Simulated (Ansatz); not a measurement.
# Grüneisen parameters and expansion of BP (F-43m), part 2 of 4

Wanted: mode Grüneisen parameters of BP and a free-energy fit over volumes.

What experiment has found for this phase:
- volume expansion coefficient 9.6 1e-6/K near room temperature (given in “Thermal expansion coefficients of high thermal conducting BAs and BP materials (three times its linear coefficient)”, 2019, arxiv:1906.04101)

Ansatz 0.2.0; DFT PBE, scalar-relativistic, plane waves, PAW.

So far. Step 2 (A first coarse run): The start is under 1.3 GPa at this level and looks like an insulator or semiconductor on this mesh.

### 4. Tight relaxation

The thresholds are tightened for a last relaxation ahead of the phonons, and where mesh or smearing change with them the cell follows.

input.yaml reads:

```yaml
crystal:
  lattice:
    - [0.0, 2.2741519212, 2.2741519212]
    - [2.2741519212, 0.0, 2.2741519212]
    - [2.2741519212, 2.2741519212, 0.0]
  atoms:
    - { symbol: B, position: [0.0, 0.0, 0.0] }
    - { symbol: P, position: [0.25, 0.25, 0.25] }
kpoints:
  mp_grid: { grid: [12, 12, 12] }
hamiltonian:
  xc: pbe
scf:
  occupations: { method: fixed }
output:
  forces: true
  stress: true
  eigenvalues: true
  write_density: true
  write_potential: true
  elf: true
  volumetric_format: npy
relax:
  adjacent_minimum: "off"
  f_tol: 0.001
  max_steps: 60
  cell: { stress_tol: 0.01 }
```

The run is started by

```sh
> ansatz run input.yaml --threads 2 --pin off --max-ram 5120MiB --backend cpu --events-out ev --progress --plain --runs-dir out
```

Numbers of over 12 decimals in the logs are rounded to 6 here.

What it wrote:

```text
[...]
Crystal: 2 atoms, lattice volume = 23.523 Å³
Basis set: ecut = 420 eV, 459 PW (Γ), exchange–correlation on 48×48×48 points (8 copies of the dense FFT grid, shifted against one another)
Bands: 8, of which v1, the nominal top of the filled ones, is band 4 counted from 1 (3 counted from 0)
Symmetry: 24 space group operations
[...]
k-points: 72 of 1728 (time reversal used)
[...]
SCF iter   1: F=—  HF=-912.447215 eV  |F-HF|=—  |Δ(HF+E_count)|=         —  Δρ=1.57e-3  dr2=5.32e-4  ethr=1.77e-3  ⟨swp⟩=5.1  Hψ=4224  notcnv=0  defer=134
[...]
SCF iter   6: F=-912.447282 eV  HF=-912.447283 eV  |F-HF|=3.15e-8  |Δ(HF+E_count)|=   1.36e-7  Δρ=1.19e-5  dr2=4.33e-8  ethr=1.25e-9  ⟨swp⟩=13.1  Hψ=4692  notcnv=0
SCF 1 converged in 6 iterations: F = -912.447282 eV  dr2 = 4.33e-8
[...]
relax step   1: F+E_penalty+E_count = -912.44728248 eV  Δ(F+E_penalty+E_count) = +0.000e0 eV  max|allowed force component| = 3.793e-16 eV/Å  Δτ_max = 0.0000 Å  P = +0.013 GPa  Ω = 23.523 Å³  (6 SCF iters, dr2 threshold 1.00e-7 eV, accepted)
Crystal: 2 atoms, lattice volume = 23.524 Å³
[...]
SCF iter   3: F=-912.447282 eV  HF=-912.447282 eV  |F-HF|=2.36e-11  |Δ(HF+E_count)|=  7.60e-10  Δρ=1.49e-6  dr2=3.50e-10  ethr=5.20e-12  ⟨swp⟩=6.7  Hψ=2373  notcnv=0
SCF 2 converged in 3 iterations: F = -912.447282 eV  dr2 = 3.50e-10
relax step   2: F+E_penalty+E_count = -912.44728171 eV  Δ(F+E_penalty+E_count) = +7.648e-7 eV  max|allowed force component| = 1.018e-16 eV/Å  Δτ_max = 0.0000 Å  P = +0.004 GPa  Ω = 23.524 Å³  energy of the carried Pulay correction = -8.337e-7 eV  (3 SCF iters, dr2 threshold 4.16e-10 eV, accepted)
[...]
SCF iter   7: F=-912.447282 eV  HF=-912.447282 eV  |F-HF|=0.00e0  |Δ(HF+E_count)|=  1.14e-13  Δρ=3.45e-8  dr2=2.83e-13  ethr=1.00e-12  ⟨swp⟩=9.5  Hψ=3531  notcnv=0
SCF 3 converged in 7 iterations: F = -912.447282 eV  dr2 = 2.83e-13
relax step   3: F+E_penalty+E_count = -912.44728171 eV  Δ(F+E_penalty+E_count) = -2.910e-11 eV  max|allowed force component| = 1.018e-16 eV/Å  Δτ_max = 0.0000 Å  P = +0.004 GPa  Ω = 23.524 Å³  stress off target by 4.37e-3 GPa  SCF on the basis re-selected at this cell (its energy is not comparable with the rows above)  (7 SCF iters)
[...]
SCF converged after 7 iterations
Free energy (F): -912.447282 eV
[...]
Internal energy: -912.447282 eV  (E = F + TS)
E sigma→0 (E₀):  -912.447282 eV
Fermi energy:    9.170889 eV
[...]
--- Stress (GPa, compression-positive) ---
        0.004366       0.000000       0.000000
        0.000000       0.004366       0.000000
       -0.000000       0.000000       0.004366
  P = ⅓ Tr σ = 0.0044 GPa (0.044 kbar)
--- Band table (eV; the first three rows and the last of 72) ---
[...]
--- Relaxed structure (2 steps of the walk, 2 accepted, 1 SCFs on fresh bases) ---
[...]
cell:  # Å, volume = 23.5238 Å³
    - [0, 2.274185, 2.274185]
    - [2.274185, 0, 2.274185]
    - [2.274185, 2.274185, 0]
  atoms:
    - { symbol: B, position: [0, 0, 0] }
    - { symbol: P, position: [0.25, 0.25, 0.25] }
```

Wall time 1.9 s (2 threads of Intel Xeon 6975P-C (Granite Rapids), shared host); peak memory 0.36 GiB.

Little changed from the start: no atom moved by 0.005 Å and no cell edge by 0.1 %.

This step gave:

| Property | Result |
| --- | --- |
| pressure | 0.004366 GPa |
| gap on the k-mesh | 1.249 eV |

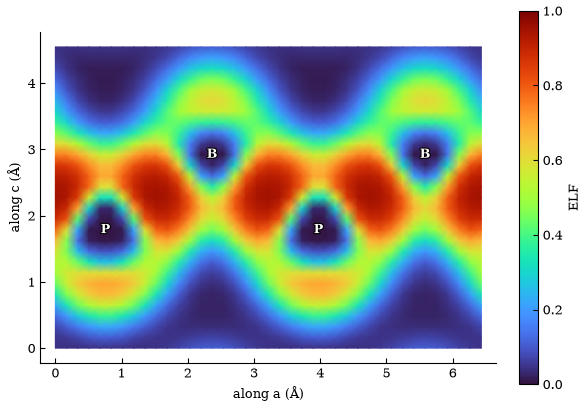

ELF in the ac plane of a cell with a along [110], b along [-110] and c along [001] of the cube at fractional y = 0.000, with atoms of B and P within 0.2 Å of it. It is the smooth field of the valence electrons, not physical close to the nuclei. The map starts off the cell's origin, so that atoms lie inside it.

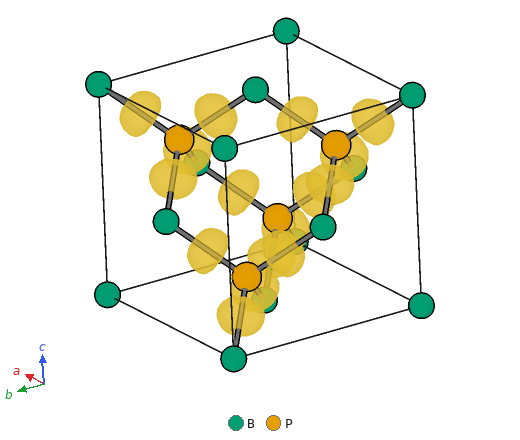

Surface of ELF = 0.85. Bonds to atoms that aren't drawn are left out.

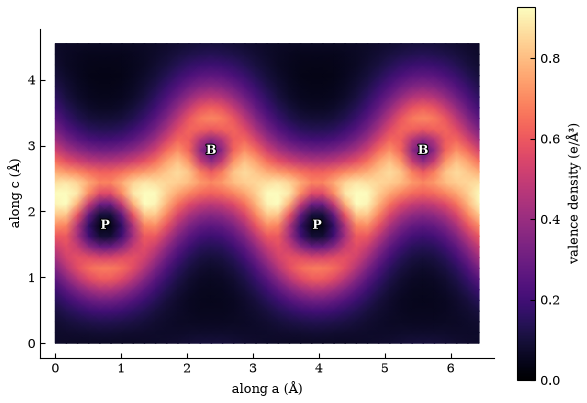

Valence density in the ac plane of a cell with a along [110], b along [-110] and c along [001] of the cube at fractional y = 0.000, with atoms of B and P within 0.2 Å of it. It is the smooth field of the valence electrons, not physical close to the nuclei. The map starts off the cell's origin, so that atoms lie inside it.

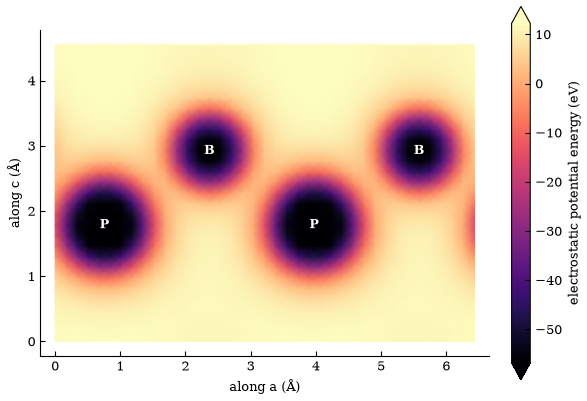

Electrostatic potential energy in the ac plane of a cell with a along [110], b along [-110] and c along [001] of the cube at fractional y = 0.000, with atoms of B and P within 0.2 Å of it. With pseudopotentials it is smooth inside the atoms' cores, unlike the true potential. The map starts off the cell's origin, so that atoms lie inside it.

The residual pressure is 0.0044 GPa, small enough for phonons.

### 5. Phonons, V/V0 1

Phonons at this volume give one point of F(V, T); meshes stay fixed along the series.

input.yaml reads:

```yaml
crystal:
  lattice:
    - [0.0, 2.2741853197, 2.2741853197]
    - [2.2741853197, 0.0, 2.2741853197]
    - [2.2741853197, 2.2741853197, 0.0]
  atoms:
    - { symbol: B, position: [0.0, 0.0, 0.0] }
    - { symbol: P, position: [0.25, 0.25, 0.25] }
kpoints:
  mp_grid: { grid: [12, 12, 12] }
hamiltonian:
  xc: pbe
scf:
  occupations: { method: fixed }
output:
  eigenvalues: true
phonons:
  method: dfpt
  dielectric: true
  rigid_motions: translations
  qmesh: [4, 4, 4]
  temperatures: { t_max: 1000, t_step: 50 }
  qpath:
    path:
      - [[0.0, 0.0, 0.0], [-0.5, -0.5, 0.0], [-0.375, -0.375, 0.25]]
      - [[-0.375, 0.0, 0.375], [0.0, 0.0, 0.0], [0.0, 0.0, 0.5], [-0.5, -0.25, 0.25], [-0.5, -0.5, 0.0]]
    npoints: 10
```

What it wrote:

```text
Warning: phonons: the dynamical matrix that this run interpolates holds no multipole term above the dipole-dipole one, and a site of this crystal is no centre of inversion, so its interpolated transverse optical and acoustic branches and sound speeds can stay off near Gamma, and the density of states and the thermodynamics with them. What a run solves at a wave vector of phonons.qpoints, Gamma apart, where the deck admits one, is free of this, and under fd what a larger phonons.supercell samples
[...]
Crystal: 2 atoms, lattice volume = 23.524 Å³
Basis set: ecut = 420 eV, 459 PW (Γ), exchange–correlation on 48×48×48 points (8 copies of the dense FFT grid, shifted against one another)
Bands: 8, of which v1, the nominal top of the filled ones, is band 4 counted from 1 (3 counted from 0)
Symmetry: 24 space group operations
k-points: 280 of 1728 (irreducible under 4 space group operations, time reversal used)
[...]
SCF iter   1: F=—  HF=-912.447200 eV  |F-HF|=—  |Δ(HF+E_count)|=         —  Δρ=1.57e-3  dr2=5.27e-4  ethr=1.77e-3  ⟨swp⟩=5.1  Hψ=16423  notcnv=0  defer=530
[...]
SCF iter   8: F=-912.447282 eV  HF=-912.447282 eV  |F-HF|=1.36e-12  |Δ(HF+E_count)|=  2.16e-10  Δρ=8.17e-8  dr2=1.90e-12  ethr=1.25e-12  ⟨swp⟩=10.9  Hψ=15770  notcnv=0
SCF 1 converged in 8 iterations: F = -912.447282 eV  dr2 = 1.90e-12
[...]
NSCF: frozen V_eff on 1 k-points
DFPT response loops at Γ: preconditioner auto → none (the input reference at scf.mixing.eps_inf says where Resta's filter doesn't serve); β = 0.50; Broyden in place of MSR1
── the response to a field inside a basis, on 12×12×12 k-points: an SCF that follows is theirs, and a resumed run solves both again ──
Bands: 5, of which v1, the nominal top of the filled ones, is band 4 counted from 1 (3 counted from 0)
k-points: 182 of 1728 (irreducible under 6 space group operations, time reversal used)
[...]
Eigensolver: Dense (182 Hₖ)
SCF iter   1: F=—  HF=-912.447711 eV  |F-HF|=—  |Δ(HF+E_count)|=         —  Δρ=1.49e-4  dr2=6.69e-7  ethr=1.00e-1
[...]
SCF iter   3: F=-912.447714 eV  HF=-912.447714 eV  |F-HF|=2.13e-8  |Δ(HF+E_count)|=   7.55e-7  Δρ=1.19e-5  dr2=3.46e-8  ethr=2.36e-9
SCF 1 converged in 3 iterations: F = -912.447714 eV  dr2 = 3.46e-8
[...]
DFPT response loops at q = (0, 0, -0.5) (fractional): preconditioner auto → Resta (q_TF=auto, 2.279 Å⁻¹)  ε∞=6.9 (no band partly filled); β = 1.00, the filter's whole step (`scf.mixing.beta` (0.50) is not read by the response loops at its default; to damp them type it under 1.00, their step now; it binds the ground state too); Broyden in place of MSR1
[...]
SCF converged after 8 iterations
Free energy (F): -912.447282 eV
[...]
Internal energy: -912.447282 eV  (E = F + TS)
E sigma→0 (E₀):  -912.447282 eV
Fermi energy:    9.170889 eV
[...]
--- Band table (eV; the first three rows and the last of 280) ---
[...]
--- Phonons (Γ-DFPT): 2 representative perturbations + reference, on 280 of 1728 k-points (Σ response iterations 6) ---
  k mesh reduced under 4 symmetry operations, with k and −k counted as one. Each operation leaves every solved perturbation unchanged. A smaller set is not considered because the run solves the response to a homogeneous field
  ASR residual: 2.777e-5 → 0.000e0 eV/Å²; symmetrization residual: 2.722e-7 eV/Å²
  ASR residual per site (eV/Å²): 1.78e-5 2.78e-5
  Γ frequencies (cm⁻¹): 0.00 0.00 0.00 799.59 799.59 799.59
  ε∞ (high-frequency dielectric tensor):
        9.157548    -0.000000    -0.000000
       -0.000000     9.157548     0.000000
       -0.000000     0.000000     9.157548
  ε⁰ (static dielectric tensor: ions relaxed, cell fixed):
        9.256305    -0.000000    -0.000000
       -0.000000     9.256305     0.000000
       -0.000000     0.000000     9.256305
  ε⁰ − ε∞ (ionic part):
        0.098757     0.000000     0.000000
        0.000000     0.098757     0.000000
        0.000000     0.000000     0.098757
  softest optical mode at Γ: 799.59 cm⁻¹; the repairs (sum rule, projections) moved no ω² at Γ by more than (0.70 cm⁻¹)²
  Born effective charges Z* (e; rows j = field, columns β = displacement):
    site 0:
        -0.49181   -0.00000   -0.00000
        -0.00000   -0.49181   -0.00000
         0.00000   -0.00000   -0.49181
    site 1:
         0.49181    0.00000    0.00000
         0.00000    0.49181    0.00000
        -0.00000    0.00000    0.49181
  Z* charge neutrality: 4.870e-5 e pre-enforcement
  solved inside a basis spanned on kpoints, on 12×12×12 k-points, its susceptibility summed on 16×16×16: ε∞ is read to err by 2.6e-2, Z* by 5.5e-3 e (field_mesh: kpoints solves on kpoints); Z* is corrected for what the basis lacks
  optical modes at Γ without the LO–TO term, one row a degenerate level:
      ω (cm⁻¹)  modes    IR ((D/Å)²/amu)
        799.59      3             2.0891
  optical modes at Γ + LO–TO along q̂ = [1.0000, 0.0000, 0.0000]:
      ω (cm⁻¹)  modes    IR ((D/Å)²/amu)
        799.59      2             1.3928
        803.88      1             0.6964
  optical modes at Γ + LO–TO along q̂ = [0.0000, 1.0000, 0.0000]:
      ω (cm⁻¹)  modes    IR ((D/Å)²/amu)
        799.59      2             1.3928
        803.88      1             0.6964
  optical modes at Γ + LO–TO along q̂ = [0.0000, 0.0000, 1.0000]:
      ω (cm⁻¹)  modes    IR ((D/Å)²/amu)
        799.59      2             1.3928
        803.88      1             0.6964
--- Phonons (arbitrary-q DFPT): 8 irreducible q on the 4×4×4 mesh ---
  q = [0.0000, 0.0000, 0.0000] (star 1, of the zone-centre solve; hermiticity 2.89e-8, symmetrization 7.54e-16): 0.00 0.00 0.00 799.59 799.59 799.59
  q = [0.0000, 0.0000, 0.2500] (star 8, 2 solved perturbations on 936 of 1728 k-point pairs; hermiticity 2.24e-8, symmetrization 3.48e-15): 177.99 177.99 343.45 771.13 771.13 785.92
[...]
q = [0.0000, 0.2500, 0.2500] (star 6, 4 solved perturbations in 1608 linear systems a pass and spin channel, the states on 510 of 1728 k-point pairs; hermiticity 2.55e-8, symmetrization 1.82e-15): 238.56 238.56 360.30 740.04 740.04 799.09
[...]
sum rule: each row above includes the acoustic sum rule's correction from the zone centre's row sums; it moved no ω² by more than (0.67 cm⁻¹)²
  mesh force constants: q→R imaginary residual 1.28e-18; ASR residual 2.777e-5 → 0.000e0 eV/Å²; symmetrization residual 1.421e-14 eV/Å²
  interpolated dispersion: 63 rows × 6 modes
  density of states and harmonic sums: on the 24×24×24 q-mesh, interpolated from the force constants of a 4×4×4 supercell (with the dipole–dipole term)
  largest difference from the sums on the solved wave vectors: F 7.71e-3 eV, S 1.17e-5 and C_V 4.02e-6 eV/K
  zero-point energy: 0.199972 eV/cell   skipped modes (ω ≤ 0): 3   left out of the sums: 3.62e-5 of the cell's modes: C_V's classical limit lies that fraction below 3 k_B per atom; for a crystal, a wire or a layer, F and S can be off by more, and a phonons.interpolated_qmesh denser along its periods is the remedy for the sampling
```

Elapsed: 62 s, on 2 threads; peak memory 1.1 GiB.

This step gave:

```yaml
gamma_frequencies: 0, 0, 0, 799.6, 799.6, 799.6 cm⁻¹ (negative: imaginary)
lowest_frequency_on_the_path: 0 cm⁻¹
zero_point_energy: 0.2000 eV/cell
point_group: -43m
highest_frequency: 804.6 cm⁻¹
debye_temperature_from_the_second_moment: 1076 K
```

LO-TO term included. Phonon branches along the path, in cm⁻¹:

```csv
point,branch 1,branch 2,branch 3,branch 4,branch 5,branch 6
Γ,0,0,0,800,800,804
X,313,313,525,701,701,781
U,310,400,470,666,706,779
jump to K,310,400,470,666,706,779
Γ,0,0,0,800,800,804
L,225,225,506,751,757,757
W,367,412,435,661,700,770
X,313,313,525,701,701,781
```

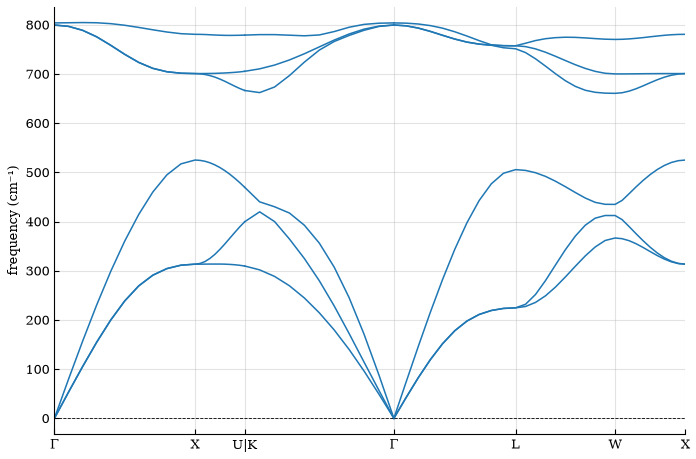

Phonon branches along the path.

The phonon density of states has structure finer than the step of the table below, so its rows give means over 50 cm⁻¹, whole bins alone (the curve runs from 5 to 805 cm⁻¹). Peaks (cm⁻¹: height): 315.0: 0.0160, 705.0: 0.0303, 775.0: 0.0754.

Tetrahedra on 24 24 24, mean over bins of 10 cm⁻¹. Phonon density of states against wavenumber; means over each step:

```csv
wavenumber (cm⁻¹),phonon density of states (1/cm⁻¹/cell)
50,1.4e-4
100,6.1e-4
150,0.00160
200,0.00429
250,0.0100
300,0.0134
350,0.00941
400,0.00675
450,0.0104
500,0.00339
550,1.9e-5
600,0
650,0.00309
700,0.0189
750,0.0238
```

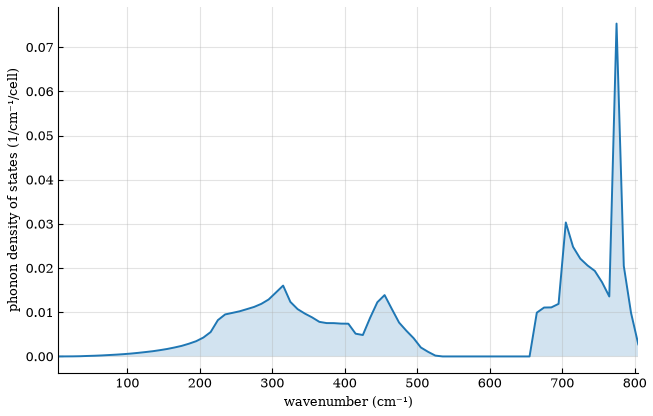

Phonon density of states against wavenumber.

Harmonic. Thermo, by row:

```csv
T (K),F_vib (meV/atom),S (J/mol-atom/K),C_V (J/mol-atom/K)
0,99.99,0,0
50,99.97,0.109,0.392
100,99.72,1.069,2.99
150,98.71,2.918,6.368
200,96.62,5.202,9.618
250,93.29,7.663,12.47
300,88.67,10.15,14.81
350,82.78,12.58,16.67
400,75.65,14.91,18.12
450,67.35,17.11,19.26
500,57.94,19.18,20.15
550,47.49,21.14,20.86
600,36.05,22.98,21.43
650,23.69,24.71,21.89
700,10.45,26.35,22.27
750,-3.61,27.9,22.59
800,-18.45,29.37,22.85
850,-34.03,30.76,23.07
900,-50.32,32.08,23.27
950,-67.27,33.34,23.43
1000,-84.87,34.55,23.57
```

The modes has structure finer than the step of the table below, so its rows give means over 50 cm⁻¹, whole bins alone (the curve runs from -10 to 839 cm⁻¹). Peaks (cm⁻¹: height): B 710.6: 0.0218, 774.6: 0.0463; P 310.3: 0.0130, 454.4: 0.0122, 774.6: 0.00715.

Phonopy on the run's constants, 21x21x21 mesh, Gaussian sigma 6.1 cm⁻¹. The modes by wavenumber; means over each step; values in 1/cm⁻¹/cell:

```csv
wavenumber (cm⁻¹),B,P
50,3.9e-5,1.2e-4
100,1.6e-4,4.7e-4
150,3.9e-4,0.00120
200,0.00102,0.00335
250,0.00214,0.00776
300,0.00251,0.0108
350,0.00150,0.00801
400,9.0e-4,0.00593
450,6.5e-4,0.00954
500,1.1e-4,0.00340
550,0,3.5e-5
600,0,0
650,0.00305,1.0e-4
700,0.0160,0.00284
750,0.0191,0.00427
800,0.0124,0.00221
```

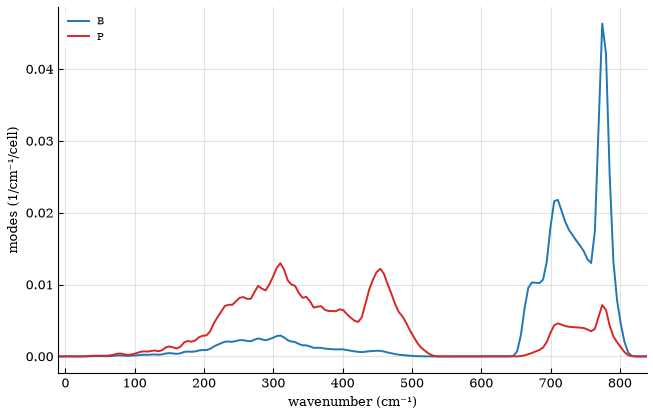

Modes against wavenumber.

Born charge (rows field, columns displacement) (e), principal values of the symmetric part by kind of site:

```csv
atom,atoms with these values,low,middle,high,mean
B1,1,-0.4918,-0.4918,-0.4918,-0.4918
P2,1,0.4918,0.4918,0.4918,0.4918
```

In full for P2:

```
0.4918 0.0000 0.0000
0.0000 0.4918 0.0000
0.0000 0.0000 0.4918
```

ε∞:

```
9.16 0.00 0.00
0.00 9.16 0.00
0.00 0.00 9.16
```

No LO-TO term. The modes at Γ (shares of kinetic energy by element, %):

```csv
mode,frequency (cm⁻¹),symmetry,B %,P %
1,0.0,T2,26,74
2,0.0,T2,26,74
3,0.0,T2,26,74
4,799.6,T2,74,26
5,799.6,T2,74,26
6,799.6,T2,74,26
```

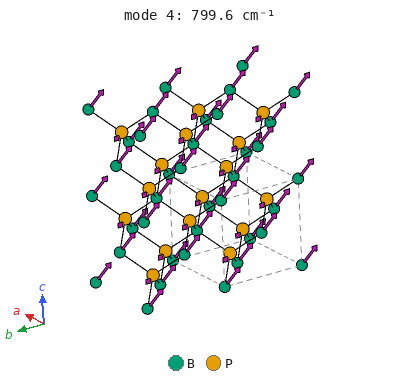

Displacement patterns of mode 4 at Γ; arrows are exaggerated. Bonds to atoms that aren't drawn are left out. 1×2×2 conventional cells are drawn. Some periodic images of atoms are drawn too.

No mode is imaginary beyond numerical noise at the solved wavevectors.

### 6. Single point at a scaled cell, V/V0 1.015

Symmetry fixes every atom, so a single point at the scaled cell gives the energy and pressure of this member.

The cell differs from the one that the last finished run ended in (a 3.216 → 3.232 Å, b 3.216 → 3.232 Å, c 3.216 → 3.232 Å).

input.yaml, the sections that differ from step 5:

```yaml
crystal:
  lattice:
    - [0.0, 2.2854998608, 2.2854998608]
    - [2.2854998608, 0.0, 2.2854998608]
    - [2.2854998608, 2.2854998608, 0.0]
  atoms:
    - { symbol: B, position: [0.0, 0.0, 0.0] }
    - { symbol: P, position: [0.25, 0.25, 0.25] }
output:
  forces: true
  stress: true
  eigenvalues: true
# kpoints, hamiltonian, scf: as in step 5
# phonons: removed
```

What it wrote:

```text
[...]
Crystal: 2 atoms, lattice volume = 23.877 Å³
Basis set: ecut = 420 eV, 459 PW (Γ), exchange–correlation on 48×48×48 points (8 copies of the dense FFT grid, shifted against one another)
Bands: 8, of which v1, the nominal top of the filled ones, is band 4 counted from 1 (3 counted from 0)
Symmetry: 24 space group operations
[...]
k-points: 72 of 1728 (time reversal used)
[...]
SCF iter   1: F=—  HF=-912.444603 eV  |F-HF|=—  |Δ(HF+E_count)|=         —  Δρ=1.57e-3  dr2=5.62e-4  ethr=1.77e-3  ⟨swp⟩=5.1  Hψ=4222  notcnv=0  defer=135
[...]
SCF iter   6: F=-912.444665 eV  HF=-912.444665 eV  |F-HF|=4.87e-8  |Δ(HF+E_count)|=   2.00e-7  Δρ=1.46e-5  dr2=6.69e-8  ethr=1.25e-9  ⟨swp⟩=7.7  Hψ=3991  notcnv=0
SCF 1 converged in 6 iterations: F = -912.444665 eV  dr2 = 6.69e-8
[...]
SCF converged after 6 iterations
Free energy (F): -912.444665 eV
[...]
Internal energy: -912.444665 eV  (E = F + TS)
E sigma→0 (E₀):  -912.444665 eV
Fermi energy:    8.969736 eV
[...]
--- Stress (GPa, compression-positive) ---
       -2.338317       0.000000      -0.000000
       -0.000000      -2.338317       0.000000
       -0.000000       0.000000      -2.338317
  P = ⅓ Tr σ = -2.3383 GPa (-23.383 kbar)
--- Band table (eV; the first three rows and the last of 72) ---
[...]
```

The job ended after 0.5 s (2 threads; peak memory 0.34 GiB; 0.9 s of CPU time).

This step gave:

- pressure: -2.338 GPa
- gap on the k-mesh: 1.270 eV
- volume per atom: 11.94 Å³

At this level the gap is 1.27 eV on the k-mesh of the self-consistent run, which can miss the band edges.

(Part 2 of 4 ends here.)

[Logs are printed without paths, hosts, clocks, repeated set-up lines and the standing remarks that a program may print on its own settings, such as how far it seeks lower states.]

[Hosts, paths, dates, database ids (printed as entryN), source tags and the programs' standing remarks are cut or masked in the printed files.]

[A step with changed settings may run another functional than the one named; its input shows which.]

[Of the runs on displaced cells, only some may be shown.]
